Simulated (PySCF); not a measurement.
H₆KOSi₂, charge +1, SMILES `[K+].[SiH3]O[SiH3]`.

PySCF calculation, BP86/def2-SVPD, gas phase; geometry: GFN2-xTB. The pair's geometry is semi-empirical, so its contact may be too short or too long. GFN2-xTB bond lengths at metals and heavier atoms can be off by up to 0.1 Å and shapes distorted, which carries into these values.

Input

```python
import numpy as np
from pyscf import gto, scf, dft
from pyscf.scf import atom_ks, atom_hf
from scipy.linalg import block_diag

def solve(mol, dm0=None, hcore=None):
    mf = (dft.UKS if mol.spin else dft.RKS)(mol, xc='bp86')
    mf.grids.level = 3
    mf = mf.density_fit(auxbasis='def2-universal-jkfit')
    mf.conv_tol, mf.max_cycle = 1e-8, 80
    if hcore is not None:
        mf.get_hcore = lambda *args: hcore
    mf.kernel(dm0)
    if not mf.converged:
        mf = mf.newton().run(mf.mo_coeff, mf.mo_occ, max_cycle=30)
    assert mf.converged, 'SCF not converged'
    return mf

mol = gto.M(atom='''
K     -2.91362     0.00417    -0.00111
Si     1.28565    -1.59971     0.00866
O      1.54178     0.00070    -0.04251
Si     1.29745     1.59452     0.00870
H      1.82067    -2.09609     1.26492
H      1.83258    -2.15850    -1.21505
H     -0.24455    -1.67847     0.00916
H      1.83613     2.08689     1.26498
H     -0.23212     1.68458     0.00921
H      1.84850     2.14929    -1.21499
''', basis='def2-svpd', charge=1, spin=0, verbose=4)
mf = solve(mol)
mf.analyze()
# spherically averaged free atoms, for the promolecule
atm = atom_ks.get_atm_nrks(mol, xc='bp86')
pro = block_diag(*[(atm[a[0]][2] * atm[a[0]][3]) @ atm[a[0]][2].T for a in mol._atom])
np.savez('result.npz', e=mf.e_tot, c=mf.mo_coeff, occ=mf.mo_occ, eps=mf.mo_energy, pro=pro, dip=mf.dip_moment(verbose=0), s2=mf.spin_square()[0])
```

Run with:

```sh
OMP_NUM_THREADS=1 python input.py
```

The run took 42 s on 1 thread of Intel(R) Xeon(R) Processor @ 2.50GHz (Skylake/Cascade Lake), on a shared host, peak memory 0.54 GiB.

Partitions, critical points and surface values were worked out afterwards from this run's density.

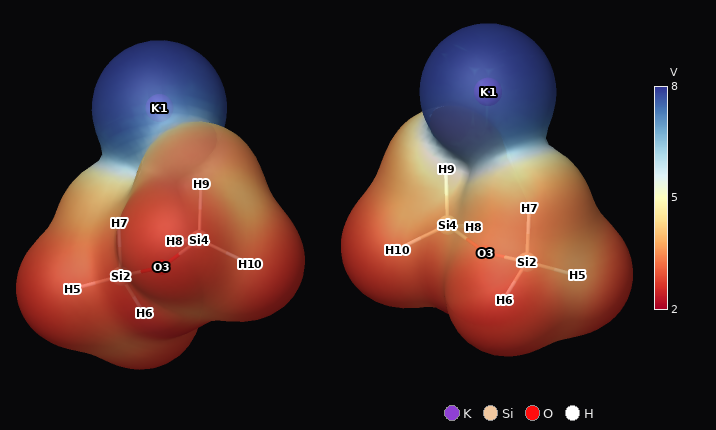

Electrostatic potential on the surface of electron density 0.001 a.u. (back view left, front view right).

Question: Where are the extremes of the potential on the surface?

Answer: Highest: 7.88 V, 1.7 Å from K1, and at like points elsewhere. Further maxima include 4.11 V, near Si2 (2.00 Å), H7 (2.06 Å), H6 (2.14 Å) and H5 (2.22 Å); 3.52 V, off the Si2–O3 bond (2.0 to 2.2 Å from its atoms). Lowest: 2.47 V, 1.8 Å from O3. The surface is sampled at points, so like sites can differ by a few per cent and only the strongest of them is named.

Question: What volume does the surface enclose?

Answer: About 137 Å³.
